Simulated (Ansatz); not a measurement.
# C2H6SSn: the cost of one run

Program: Ansatz 0.2.0, Gaussian basis. Level of theory: the settings change from run to run. These are calculated values, not measurements.

## Step 1: The geometry

An earlier PBE0-D4 in a triple-zeta def2 set relaxation fixed the geometry. Sn takes a core potential in def2 sets; no spin-orbit term is included.

SMILES `[CH2]1S[CH2][SnH2]1`, 10 atoms, charge 0, spin multiplicity 1.

Atoms are counted from 1 here; the program's logs count them from 0.

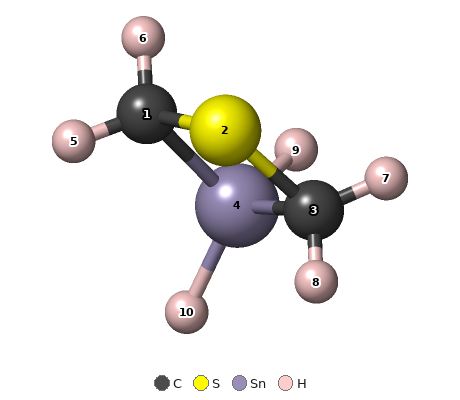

The structure; carbon dark grey, sulfur yellow, tin purple, hydrogen pink; atoms are numbered from 1 in the order of the file.

## Step 2: wB97M-V/def2-TZVPP

Options: atoms shaken by 0.08 Å, finite nuclei.

in.yaml

```yaml
crystal:
  periodic: [false, false, false]
  atoms:
    - {symbol: C, position_ang: [-1.147610, 0.819647, -0.591770]}
    - {symbol: S, position_ang: [-1.328932, -1.036776, -0.575780]}
    - {symbol: C, position_ang: [0.368313, -1.506357, 0.365725]}
    - {symbol: Sn, position_ang: [0.973689, 0.709638, 0.181816]}
    - {symbol: H, position_ang: [-1.065882, 1.263708, -1.726712]}
    - {symbol: H, position_ang: [-2.025166, 1.292125, -0.031457]}
    - {symbol: H, position_ang: [0.115575, -1.877684, 1.263449]}
    - {symbol: H, position_ang: [0.919898, -1.974499, -0.269246]}
    - {symbol: H, position_ang: [1.082845, 1.276669, 1.869098]}
    - {symbol: H, position_ang: [2.178916, 1.010599, -0.739631]}
basis:
  gaussian: {orbitals: def2-TZVPP, nuclear_model: gaussian}
hamiltonian: {xc: {name: wB97M-V}}
```

Launch:

```console
$ ansatz run in.yaml --threads 4 --pin off --events-out ev --progress --plain --max-ram 10444MiB
```

What time and memory should one allow on 4 threads of AMD EPYC 7R13, shared host?

About 8.5 s, with a peak of 0.68 GiB.
